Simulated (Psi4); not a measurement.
Approach curve of the dimer H2 ··· HCl (SMILES [H][H] and Cl). Monomers: optimised at B3LYP-D3(BJ) (def2-TZVP), held rigid. Orientation: lowest of the rigid-body minima from ten starts at GFN2-xTB. Only R, the distance of the centres of mass, is varied, so the lowest point isn't the relaxed dimer.

Geometry at R = 3.30 Å (first 2 atoms: monomer A):
```
4

H      0.3719     0.0000     0.0000
H     -0.3719     0.0000     0.0000
Cl     3.3369    -0.0203     0.0215
H      2.0549    -0.0102     0.0122
```

Methods: CCSD/aug-cc-pVDZ = DF-CCSD/aug-cc-pVDZ, frozen core, counterpoise-corrected (Psi4 1.11); M06-2X/def2-TZVP, counterpoise-corrected (Psi4); SCS-MP2/aug-cc-pVTZ = Psi4 1.11 with DF-SCS-MP2/aug-cc-pVTZ, frozen core, counterpoise-corrected; MP2/aug-cc-pVDZ = DF-MP2/aug-cc-pVDZ, frozen core, counterpoise-corrected in Psi4; SAPT0/jun-cc-pVDZ, frozen core (Psi4).

Interaction energies in kcal/mol (negative: bound); R is the distance of the centres of mass, d the H1···H4 distance.

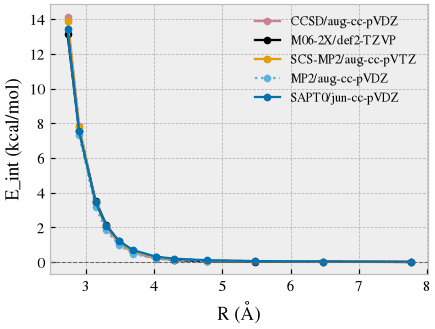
Fig. 1. Interaction energy against separation.

```csv
R / Å,d / Å,CCSD/aug-cc-pVDZ,M06-2X/def2-TZVP,SCS-MP2/aug-cc-pVTZ,MP2/aug-cc-pVDZ,SAPT0/jun-cc-pVDZ
2.73,1.11,14.15,13.14,13.91,13.43,13.43
2.90,1.28,7.83,7.55,7.78,7.35,7.55
3.14,1.52,3.43,3.55,3.46,3.18,3.46
3.30,1.68,1.99,2.12,2.04,1.83,2.11
3.48,1.86,1.08,1.21,1.14,0.99,1.24
3.69,2.07,0.55,0.66,0.60,0.50,0.70
4.02,2.40,0.21,0.29,0.27,0.20,0.33
4.29,2.67,0.12,0.14,0.17,0.12,0.20
4.78,3.16,0.07,0.04,0.10,0.07,0.11
5.48,3.86,0.04,0.04,0.06,0.04,0.06
6.48,4.86,0.02,0.03,0.03,0.02,0.03
7.76,6.14,0.01,0.02,0.01,0.01,0.02
```

Lowest grid point: CCSD/aug-cc-pVDZ 0.01 kcal/mol at R = 7.76 Å; M06-2X/def2-TZVP 0.02 kcal/mol at R = 7.76 Å; SCS-MP2/aug-cc-pVTZ 0.01 kcal/mol at R = 7.76 Å; MP2/aug-cc-pVDZ 0.01 kcal/mol at R = 7.76 Å; SAPT0/jun-cc-pVDZ 0.02 kcal/mol at R = 7.76 Å.
